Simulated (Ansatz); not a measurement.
# C₃HF₅: a spread of methods and bases

Aim: run C₃HF₅ under a spread of inputs, and see what each costs and gives.

Computed with Ansatz 0.2.0, Gaussian basis. Level: the settings change from run to run.

## Step 1: The geometry

The geometry comes from an earlier relaxation with PBE0-D4 in a triple-zeta def2 set; it is a stationary point, not always the lowest conformer.

SMILES `F/C=C(\F)C(F)(F)F`, 9 atoms, charge 0, spin multiplicity 1.

Atoms are counted from 1 here; the program's logs count them from 0.

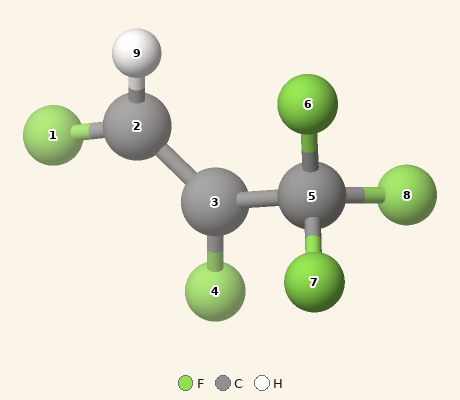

The geometry (fluorine green, carbon grey, hydrogen white); atoms are numbered from 1 in the order of the file.

## Step 2: wPBEh/ANO-RCC-VTZP

Options: multiplicity 3, atoms shaken by 0.03 Å, the search for lower states set to full.

in.yaml

```yaml
crystal:
  periodic: [false, false, false]
  atoms:
    - {symbol: F, position_ang: [0.016562, -1.577497, 2.002564]}
    - {symbol: C, position_ang: [-0.065884, -0.542763, 1.286224]}
    - {symbol: C, position_ang: [0.054672, -0.525643, -0.038864]}
    - {symbol: F, position_ang: [0.313816, -1.612444, -0.713085]}
    - {symbol: C, position_ang: [0.021763, 0.733980, -0.919898]}
    - {symbol: F, position_ang: [-0.204107, 1.733846, -0.174308]}
    - {symbol: F, position_ang: [1.174423, 0.892946, -1.537635]}
    - {symbol: F, position_ang: [-0.958604, 0.550011, -1.819786]}
    - {symbol: H, position_ang: [-0.168658, 0.377445, 1.842144]}
basis:
  gaussian: {orbitals: ANO-RCC-VTZP}
magnetization: {spin_polarized: true, initial_magnetization: 2}
hamiltonian: {xc: {name: wPBEh}}
scf: {lower_state_search: full}
```

Command:

```
$ ansatz run in.yaml --threads 8 --pin off --events-out ev --progress --plain --max-ram 18278MiB
```

Log:

```text
Functional definition: wPBEh
  name "wPBEh"
  cite "Heyd, Scuseria & Ernzerhof, J. Chem. Phys. 118, 8207 (2003) doi:10.1063/1.1564060"
  cite "Krukau, Vydrov, Izmaylov & Scuseria, J. Chem. Phys. 125, 224106 (2006) doi:10.1063/1.2404663"
  cite "Heyd & Scuseria, J. Chem. Phys. 120, 7274 (2004) doi:10.1063/1.1668634"
  cite "Ernzerhof & Perdew, J. Chem. Phys. 109, 3313 (1998) doi:10.1063/1.476928"
  cite "Perdew, Burke & Ernzerhof, Phys. Rev. Lett. 77, 3865 (1996) doi:10.1103/PhysRevLett.77.3865"
  parent pbe
  parameter a = 0.25
  parameter omega = 0.11/bohr
  exchange = wpbe_x - a*pbe_x_sr(omega) + a*exact_x_sr(omega)
  correlation = pbe_c
1793 factors; their error is unknown
96 factors; integrals over basis functions are off by at most 3.0e-6 eV
mean field evaluation 1: about -16708.4527 eV, gradient 3.3e1 eV
mean field evaluation 2: about -16707.8612 eV, gradient 3.7e1 eV
mean field evaluation 4: about -16712.0448 eV, gradient 1.7e0 eV
mean field evaluation 8: about -16712.1176 eV, gradient 2.4e-1 eV
mean field evaluation 16: about -16712.1177 eV, gradient 1.6e-4 eV
mean field evaluation 32: about -16709.5279 eV, gradient 2.9e1 eV
mean field evaluation 64: about -16712.1177 eV, gradient 3.7e-2 eV
mean field evaluation 96: about -16537.2735 eV, gradient 1.9e2 eV
mean field evaluation 128: about -16712.0555 eV, gradient 3.7e-1 eV
mean field evaluation 160: about -16712.1177 eV, gradient 5.6e-4 eV
mean field evaluation 192: about -16711.8860 eV, gradient 7.0e0 eV
mean field -16712.11774564 eV, -614.1589992720 hartree, gradient 6.9e-5 eV, S^2 2.008581; 8 other end points of the search recorded, 0 dependent functions left out
reference -16712.11781683 eV, -614.1590018883 hartree; 33, 31 occupied and 221, 223 virtual orbitals, 1793 factors
Total energy: -16712.11781683 eV, -614.1590018883 hartree
Relativity: scalar
```

Run time: 36 s. Hardware: 8 threads of Arm Neoverse V1, shared host; peak memory 1.6 GiB.

⟨S²⟩ 2.009.

## Step 3: LC-wPBE/6-31G

in.yaml

```yaml
crystal:
  periodic: [false, false, false]
  atoms:
    - {symbol: F, position_ang: [-0.007620, -1.631276, 1.997955]}
    - {symbol: C, position_ang: [-0.072391, -0.522686, 1.281276]}
    - {symbol: C, position_ang: [0.085495, -0.538474, -0.031507]}
    - {symbol: F, position_ang: [0.316511, -1.651179, -0.713339]}
    - {symbol: C, position_ang: [0.021655, 0.686764, -0.889953]}
    - {symbol: F, position_ang: [-0.211013, 1.774506, -0.153124]}
    - {symbol: F, position_ang: [1.166389, 0.869591, -1.551495]}
    - {symbol: F, position_ang: [-0.949545, 0.585405, -1.799936]}
    - {symbol: H, position_ang: [-0.260882, 0.381047, 1.842924]}
basis:
  gaussian: {orbitals: 6-31G}
hamiltonian: {xc: {name: LC-wPBE}}
```

Launched as before.

Log (excerpt; [...] marks lines left out):

```text
Functional definition: LC-wPBE
  name "LC-wPBE"
  cite "Vydrov & Scuseria, J. Chem. Phys. 125, 234109 (2006) doi:10.1063/1.2409292"
  cite "Heyd & Scuseria, J. Chem. Phys. 120, 7274 (2004) doi:10.1063/1.1668634"
  cite "Ernzerhof & Perdew, J. Chem. Phys. 109, 3313 (1998) doi:10.1063/1.476928"
  cite "Perdew, Burke & Ernzerhof, Phys. Rev. Lett. 77, 3865 (1996) doi:10.1103/PhysRevLett.77.3865"
  parent pbe
[...]
1012 factors; their error is unknown
351 factors; integrals over basis functions are off by at most 9.9e-6 eV
[...]
mean field -16696.11270875 eV, -613.5708250149 hartree, gradient 2.6e-5 eV, S^2 0.000000; 0 other end points of the search recorded, 0 dependent functions left out
reference -16696.11270875 eV, -613.5708250150 hartree; 32, 32 occupied and 42, 42 virtual orbitals, 1012 factors
Total energy: -16696.11270875 eV, -613.5708250150 hartree
```

Wall time 0.6 s (8 threads of Arm Neoverse V1, shared host).

## Step 4: PBE-QIDH/def2-mTZVP

Options: multiplicity 3.

Changes to in.yaml since step 3:

```diff
@@ -13,3 +13,4 @@
 basis:
-  gaussian: {orbitals: 6-31G}
-hamiltonian: {xc: {name: LC-wPBE}}
+  gaussian: {orbitals: def2-mTZVP}
+magnetization: {spin_polarized: true, initial_magnetization: 2}
+hamiltonian: {xc: {name: PBE-QIDH}}
```

Same command.

Log (excerpt; [...] marks lines left out):

```text
Functional definition: PBE-QIDH
  name "PBE-QIDH"
  cite "Brémond, Sancho-García, Pérez-Jiménez & Adamo, J. Chem. Phys. 141, 031101 (2014) doi:10.1063/1.4890314"
  cite "Perdew, Burke & Ernzerhof, Phys. Rev. Lett. 77, 3865 (1996) doi:10.1103/PhysRevLett.77.3865"
[...]
1297 factors; integrals over basis functions are off by at most 1.1e-3 eV
[...]
mean field -16677.21969088 eV, -612.8765194144 hartree, gradient 5.2e-6 eV, S^2 2.014649; 0 other end points of the search recorded, 0 dependent functions left out
8 core orbitals not correlated: weight in the atoms' cores, before any rotation towards them, 1.000 or more for the frozen orbitals, at most 0.000 for the correlated occupied ones
reference -16677.21969966 eV, -612.8765197369 hartree; 25, 23 occupied and 122, 124 virtual orbitals, 1297 factors
second order -40.08938660 eV of doubles, -0.00000000 eV of singles
Total energy: -16690.58282853 eV, -613.3676056649 hartree
```

Run time: 2.9 s. Hardware: 8 threads of Arm Neoverse V1, shared host; peak memory 0.55 GiB.

⟨S²⟩ 2.015.

## Step 5: MP2/def2-TZVPP

Options: charge -1, multiplicity 2, atoms shaken by 0.08 Å, correlated electrons set to all.

in.yaml

```yaml
crystal:
  periodic: [false, false, false]
  atoms:
    - {symbol: F, position_ang: [0.079513, -1.619579, 1.980859]}
    - {symbol: C, position_ang: [-0.279692, -0.478516, 1.292465]}
    - {symbol: C, position_ang: [-0.011402, -0.582276, -0.012576]}
    - {symbol: F, position_ang: [0.387186, -1.682136, -0.667546]}
    - {symbol: C, position_ang: [0.124029, 0.789044, -0.958033]}
    - {symbol: F, position_ang: [-0.221890, 1.746255, 0.002918]}
    - {symbol: F, position_ang: [1.172575, 0.869416, -1.644934]}
    - {symbol: F, position_ang: [-0.894052, 0.435102, -1.787317]}
    - {symbol: H, position_ang: [-0.266709, 0.454604, 1.778751]}
basis:
  gaussian: {orbitals: def2-TZVPP}
total_charge: -1
magnetization: {spin_polarized: true, initial_magnetization: 1}
hamiltonian: {xc: {name: HF}}
correlation: {method: mp2, electrons: all}
output: {forces: true}
```

The command is unchanged.

Log (excerpt; [...] marks lines left out):

```text
Functional definition: HF
  name "HF"
  cite "Fock, Z. Phys. 61, 126 (1930) doi:10.1007/BF01340294"
  parent pbe
[...]
1734 factors; integrals over basis functions are off by at most 1.1e-3 eV
[...]
mean field -16638.63481414 eV, -611.4585513480 hartree, gradient 2.2e-6 eV, S^2 0.780924; 0 other end points of the search recorded, 0 dependent functions left out
reference -16638.63481414 eV, -611.4585513480 hartree; 33, 32 occupied and 229, 230 virtual orbitals, 1734 factors
second order -50.73032229 eV of doubles, -0.00000000 eV of singles
[...]
Total energy: -16689.36513643 eV, -613.3228563059 hartree
Atom 0 at     0.079513    -1.619579     1.980859 Å, force     1.093699    -0.928095     1.737358 eV/Å
Atom 1 at    -0.279692    -0.478516     1.292465 Å, force    -2.225197    -0.974289     1.691375 eV/Å
Atom 2 at    -0.011402    -0.582276    -0.012576 Å, force     1.627367     5.204250    -4.104362 eV/Å
Atom 3 at     0.387186    -1.682136    -0.667546 Å, force     0.159594    -1.453145    -0.556637 eV/Å
Atom 4 at     0.124029     0.789044    -0.958033 Å, force    -4.110175    -8.791011     7.806045 eV/Å
Atom 5 at    -0.221890     1.746255     0.002918 Å, force     0.832274     1.022789    -3.092644 eV/Å
Atom 6 at     1.172575     0.869416    -1.644934 Å, force     2.973000     2.618696    -2.204056 eV/Å
Atom 7 at    -0.894052     0.435102    -1.787317 Å, force    -0.727048     2.745612    -2.033005 eV/Å
Atom 8 at    -0.266709     0.454604     1.778751 Å, force     0.376486     0.555193     0.755927 eV/Å
Dipole moment:     0.342668     0.692764    -0.703196 e Å
```

It took 26 s on 8 threads of Arm Neoverse V1, shared host; peak memory 1.3 GiB.

Largest force 12.454 eV/Å, ⟨S²⟩ 0.781.

## Step 6: PBE-QIDH/STO-3G

Set apart from the defaults: charge -1, multiplicity 2.

in.yaml

```yaml
crystal:
  periodic: [false, false, false]
  atoms:
    - {symbol: F, position_ang: [-0.007620, -1.631276, 1.997955]}
    - {symbol: C, position_ang: [-0.072391, -0.522686, 1.281276]}
    - {symbol: C, position_ang: [0.085495, -0.538474, -0.031507]}
    - {symbol: F, position_ang: [0.316511, -1.651179, -0.713339]}
    - {symbol: C, position_ang: [0.021655, 0.686764, -0.889953]}
    - {symbol: F, position_ang: [-0.211013, 1.774506, -0.153124]}
    - {symbol: F, position_ang: [1.166389, 0.869591, -1.551495]}
    - {symbol: F, position_ang: [-0.949545, 0.585405, -1.799936]}
    - {symbol: H, position_ang: [-0.260882, 0.381047, 1.842924]}
basis:
  gaussian: {orbitals: STO-3G}
total_charge: -1
magnetization: {spin_polarized: true, initial_magnetization: 1}
hamiltonian: {xc: {name: PBE-QIDH}}
output: {forces: true}
```

The command is unchanged.

Log (excerpt; [...] marks lines left out):

```text
Functional definition: PBE-QIDH
  name "PBE-QIDH"
  cite "Brémond, Sancho-García, Pérez-Jiménez & Adamo, J. Chem. Phys. 141, 031101 (2014) doi:10.1063/1.4890314"
  cite "Perdew, Burke & Ernzerhof, Phys. Rev. Lett. 77, 3865 (1996) doi:10.1103/PhysRevLett.77.3865"
[...]
609 factors; integrals over basis functions are off by at most 4.9e-5 eV
[...]
mean field -16438.82446658 eV, -604.1156565115 hartree, gradient 2.5e-6 eV, S^2 0.753297; 0 other end points of the search recorded, 0 dependent functions left out
8 core orbitals not correlated: weight in the atoms' cores, before any rotation towards them, 1.000 or more for the frozen orbitals, at most 0.000 for the correlated occupied ones
reference -16438.82447011 eV, -604.1156566410 hartree; 25, 24 occupied and 8, 9 virtual orbitals, 609 factors
second order -6.00919672 eV of doubles, -0.00000000 eV of singles
[...]
Total energy: -16440.82753568 eV, -604.1892679431 hartree
Atom 0 at    -0.007620    -1.631276     1.997955 Å, force     0.213070    -4.006379     2.769348 eV/Å
Atom 1 at    -0.072391    -0.522686     1.281276 Å, force    -1.146749     3.462807     5.708669 eV/Å
Atom 2 at     0.085495    -0.538474    -0.031507 Å, force     0.132991     3.782902    -5.397573 eV/Å
Atom 3 at     0.316511    -1.651179    -0.713339 Å, force     0.864122    -4.234209    -2.470267 eV/Å
Atom 4 at     0.021655     0.686764    -0.889953 Å, force     0.109600    -4.641961     4.373264 eV/Å
Atom 5 at    -0.211013     1.774506    -0.153124 Å, force    -0.676008     3.511221     1.734457 eV/Å
Atom 6 at     1.166389     0.869591    -1.551495 Å, force     3.658934     1.335688    -3.035222 eV/Å
Atom 7 at    -0.949545     0.585405    -1.799936 Å, force    -3.090702     0.431056    -3.828066 eV/Å
Atom 8 at    -0.260882     0.381047     1.842924 Å, force    -0.065258     0.358874     0.145391 eV/Å
Dipole moment:    -0.002912     0.430426    -0.465447 e Å
```

Wall time 1.4 s (8 threads of Arm Neoverse V1, shared host).

Largest force 6.775 eV/Å, ⟨S²⟩ 0.753.

## Step 7: SPW92/6-31G*

Options: unrestricted orbitals.

Changes to in.yaml since step 6:

```diff
@@ -13,6 +13,4 @@
 basis:
-  gaussian: {orbitals: STO-3G}
-total_charge: -1
-magnetization: {spin_polarized: true, initial_magnetization: 1}
-hamiltonian: {xc: {name: PBE-QIDH}}
-output: {forces: true}
+  gaussian: {orbitals: "6-31G*"}
+magnetization: {spin_polarized: true, initial_magnetization: 0}
+hamiltonian: {xc: {name: SPW92}}
```

The command is unchanged.

Log:

```text
Functional definition: SPW92
  name "SPW92"
  cite "Dirac, Proc. Camb. Phil. Soc. 26, 376 (1930) doi:10.1017/S0305004100016108"
  cite "Slater, Phys. Rev. 81, 385 (1951) doi:10.1103/PhysRev.81.385"
  cite "Perdew & Wang, Phys. Rev. B 45, 13244 (1992) doi:10.1103/PhysRevB.45.13244"
  exchange = slater_x
  correlation = pw_c
1165 factors; their error is unknown
mean field evaluation 1: about -16592.8060 eV, gradient 3.0e1 eV
mean field evaluation 2: about -16590.4438 eV, gradient 4.1e1 eV
mean field evaluation 4: about -16595.9588 eV, gradient 3.9e0 eV
mean field evaluation 8: about -16596.0324 eV, gradient 7.6e-2 eV
mean field evaluation 16: about -16595.9288 eV, gradient 1.3e-4 eV
mean field -16595.92881922 eV, -609.8891349816 hartree, gradient 2.1e-5 eV, S^2 0.000000; 0 other end points of the search recorded, 0 dependent functions left out
reference -16595.92883234 eV, -609.8891354639 hartree; 32, 32 occupied and 90, 90 virtual orbitals, 1165 factors
Total energy: -16595.92883234 eV, -609.8891354639 hartree
```

Run time: 0.65 s. Hardware: 8 threads of Arm Neoverse V1, shared host.

⟨S²⟩ 0.000.

## Step 8: LC-wPBE/6-31G*

Options: the search for lower states set to light.

Changes to in.yaml since step 7:

```diff
@@ -14,3 +14,4 @@
   gaussian: {orbitals: "6-31G*"}
-magnetization: {spin_polarized: true, initial_magnetization: 0}
-hamiltonian: {xc: {name: SPW92}}
+hamiltonian: {xc: {name: LC-wPBE}}
+scf: {lower_state_search: light}
+output: {forces: true}
```

Same command.

Log (excerpt; [...] marks lines left out):

```text
Functional definition: LC-wPBE
  name "LC-wPBE"
  cite "Vydrov & Scuseria, J. Chem. Phys. 125, 234109 (2006) doi:10.1063/1.2409292"
  cite "Heyd & Scuseria, J. Chem. Phys. 120, 7274 (2004) doi:10.1063/1.1668634"
  cite "Ernzerhof & Perdew, J. Chem. Phys. 109, 3313 (1998) doi:10.1063/1.476928"
  cite "Perdew, Burke & Ernzerhof, Phys. Rev. Lett. 77, 3865 (1996) doi:10.1103/PhysRevLett.77.3865"
  parent pbe
[...]
1165 factors; their error is unknown
386 factors; integrals over basis functions are off by at most 9.9e-6 eV
[...]
mean field -16700.51652197 eV, -613.7326621659 hartree, gradient 3.9e-5 eV, S^2 0.000000; 0 other end points of the search recorded, 0 dependent functions left out
[...]
reference -16700.51652198 eV, -613.7326621660 hartree; 32, 32 occupied and 90, 90 virtual orbitals, 1165 factors
Total energy: -16700.51652198 eV, -613.7326621660 hartree
Atom 0 at    -0.007620    -1.631276     1.997955 Å, force     0.014925    -0.262696     0.170117 eV/Å
Atom 1 at    -0.072391    -0.522686     1.281276 Å, force     0.001035     0.256726    -0.290217 eV/Å
Atom 2 at     0.085495    -0.538474    -0.031507 Å, force    -0.059398     0.260541     0.200101 eV/Å
Atom 3 at     0.316511    -1.651179    -0.713339 Å, force     0.058290    -0.273240    -0.181091 eV/Å
Atom 4 at     0.021655     0.686764    -0.889953 Å, force     0.019779    -0.119482    -0.037256 eV/Å
Atom 5 at    -0.211013     1.774506    -0.153124 Å, force    -0.051820     0.190912     0.222213 eV/Å
Atom 6 at     1.166389     0.869591    -1.551495 Å, force     0.189066    -0.030551    -0.056452 eV/Å
Atom 7 at    -0.949545     0.585405    -1.799936 Å, force    -0.155978    -0.076996    -0.096955 eV/Å
Atom 8 at    -0.260882     0.381047     1.842924 Å, force    -0.015899     0.054785     0.069542 eV/Å
Dipole moment:    -0.050767     0.145603     0.263017 e Å
```

Wall time 1 s (8 threads of Arm Neoverse V1, shared host).

Largest force 0.387 eV/Å, dipole 1.46 D.

## Step 9: LC-wPBE/def2-TZVP

Options: the search for lower states set to full.

Changes to in.yaml since step 8:

```diff
@@ -13,5 +13,4 @@
 basis:
-  gaussian: {orbitals: "6-31G*"}
+  gaussian: {orbitals: def2-TZVP}
 hamiltonian: {xc: {name: LC-wPBE}}
-scf: {lower_state_search: light}
-output: {forces: true}
+scf: {lower_state_search: full}
```

Launched as before.

Log (excerpt; [...] marks lines left out):

```text
Functional definition: LC-wPBE
  name "LC-wPBE"
  cite "Vydrov & Scuseria, J. Chem. Phys. 125, 234109 (2006) doi:10.1063/1.2409292"
  cite "Heyd & Scuseria, J. Chem. Phys. 120, 7274 (2004) doi:10.1063/1.1668634"
  cite "Ernzerhof & Perdew, J. Chem. Phys. 109, 3313 (1998) doi:10.1063/1.476928"
  cite "Perdew, Burke & Ernzerhof, Phys. Rev. Lett. 77, 3865 (1996) doi:10.1103/PhysRevLett.77.3865"
  parent pbe
[...]
1364 factors; their error is unknown
357 factors; integrals over basis functions are off by at most 2.0e-5 eV
[...]
mean field -16708.31099892 eV, -614.0191039102 hartree, gradient 4.9e-5 eV, S^2 0.000000; 0 other end points of the search recorded, 0 dependent functions left out
reference -16708.31099892 eV, -614.0191039104 hartree; 32, 32 occupied and 222, 222 virtual orbitals, 1364 factors
Total energy: -16708.31099892 eV, -614.0191039104 hartree
```

Wall time 1.7 s (8 threads of Arm Neoverse V1, shared host).

## Step 10: rPW86-PBE/STO-3G

Options: atoms shaken by 0.15 Å, density fitting with def2-universal-jkfit, D3(BJ) with three-body dispersion, relativity set to scalar.

in.yaml

```yaml
crystal:
  periodic: [false, false, false]
  atoms:
    - {symbol: F, position_ang: [-0.219869, -1.351527, 2.036802]}
    - {symbol: C, position_ang: [-0.250361, -0.563174, 1.177345]}
    - {symbol: C, position_ang: [-0.006546, -0.606185, 0.225371]}
    - {symbol: F, position_ang: [0.489740, -1.491058, -0.708188]}
    - {symbol: C, position_ang: [0.032549, 0.444806, -0.784686]}
    - {symbol: F, position_ang: [-0.139196, 1.672121, -0.389207]}
    - {symbol: F, position_ang: [1.322408, 0.888665, -1.649626]}
    - {symbol: F, position_ang: [-1.136132, 0.431465, -1.690297]}
    - {symbol: H, position_ang: [-0.377406, 0.434089, 1.678699]}
basis:
  gaussian: {orbitals: STO-3G, fitting: {mean_field: def2-universal-jkfit}}
hamiltonian: {xc: {name: rPW86-PBE}, dispersion: d3bjatm, pseudopotentials: {relativity: scalar}}
output: {forces: true}
```

The command is unchanged.

Log (excerpt; [...] marks lines left out):

```text
Functional definition: rPW86-PBE
  name "rPW86-PBE"
  cite "Murray, Lee & Langreth, J. Chem. Theory Comput. 5, 2754 (2009) doi:10.1021/ct900365q"
  cite "Perdew, Burke & Ernzerhof, Phys. Rev. Lett. 77, 3865 (1996) doi:10.1103/PhysRevLett.77.3865"
  parent pbe
[...]
628 factors; integrals over basis functions are off by at most 5.8e-3 eV
[...]
mean field -16495.91978532 eV, -606.2138707747 hartree, gradient 2.3e-5 eV, S^2 0.000000; 0 other end points of the search recorded, 0 dependent functions left out
[...]
reference -16495.91982737 eV, -606.2138723200 hartree; 32, 32 occupied and 9, 9 virtual orbitals, 628 factors
Total energy: -16496.07958069 eV, -606.2197431460 hartree
Relativity: scalar
Atom 0 at    -0.219869    -1.351527     2.036802 Å, force    -0.226498   -14.473100    15.444918 eV/Å
Atom 1 at    -0.250361    -0.563174     1.177345 Å, force   -15.855472    14.201874    55.362063 eV/Å
Atom 2 at    -0.006546    -0.606185     0.225371 Å, force    17.096089    -1.882859   -67.367742 eV/Å
Atom 3 at     0.489740    -1.491058    -0.708188 Å, force     1.012947    -4.320870    -1.282015 eV/Å
Atom 4 at     0.032549     0.444806    -0.784686 Å, force     0.520785     3.632408    -6.722161 eV/Å
Atom 5 at    -0.139196     1.672121    -0.389207 Å, force    -0.888339     6.544446     4.427134 eV/Å
Atom 6 at     1.322408     0.888665    -1.649626 Å, force    -1.738368    -3.045567     1.178705 eV/Å
Atom 7 at    -1.136132     0.431465    -1.690297 Å, force     0.888403    -2.167790    -0.366017 eV/Å
Atom 8 at    -0.377406     0.434089     1.678699 Å, force    -0.809547     1.511459    -0.674886 eV/Å
Dipole moment:    -0.064302    -0.127156     0.340299 e Å
```

Run time: 0.8 s. Hardware: 8 threads of Arm Neoverse V1, shared host.

Largest force 69.529 eV/Å, dipole 1.77 D.

## Step 11: All runs side by side

```tsv
level	charge	multiplicity	geometry	functions	energy (eV)	time
wPBEh/ANO-RCC-VTZP	0	3	shaken	254	-16712.118	36 s
LC-wPBE/6-31G	0	1	relaxed	74	-16696.113	0.6 s
PBE-QIDH/def2-mTZVP	0	3	relaxed	155	-16690.583	2.9 s
MP2/def2-TZVPP	-1	2	shaken	262	-16689.365	26 s
PBE-QIDH/STO-3G	-1	2	relaxed	41	-16440.828	1.4 s
SPW92/6-31G*	0	1	relaxed	122	-16595.929	0.65 s
LC-wPBE/6-31G*	0	1	relaxed	122	-16700.517	1 s
LC-wPBE/def2-TZVP	0	1	relaxed	254	-16708.311	1.7 s
rPW86-PBE/STO-3G	0	1	shaken	41	-16496.080	0.8 s
```

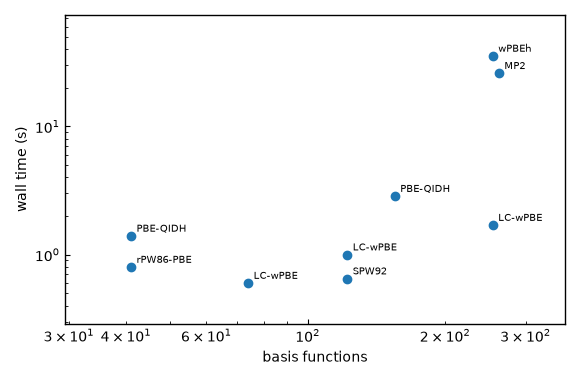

Wall time against the number of basis functions (shared host).

## Step 12: Outcome

| quantity | value |
| --- | --- |
| runs | 9 |
| quickest | LC-wPBE/6-31G, 0.6 s |
| slowest | wPBEh/ANO-RCC-VTZP, 36 s |
| spread of total energies, same state and geometry | 112.4 eV |

In words: Run time spans a factor of 59, from LC-wPBE/6-31G to wPBEh/ANO-RCC-VTZP. The jobs differ in tasks and options as well as level. Total energies at one charge and spin differ by 112 eV between levels, so only differences within one level mean anything. At the PBE0-D4/def2-TZVP geometry and in the same state, runs without warnings or point charges leave forces up to 0.39 eV/Å (LC-wPBE/6-31G*), against 69.5 eV/Å where the atoms were moved.
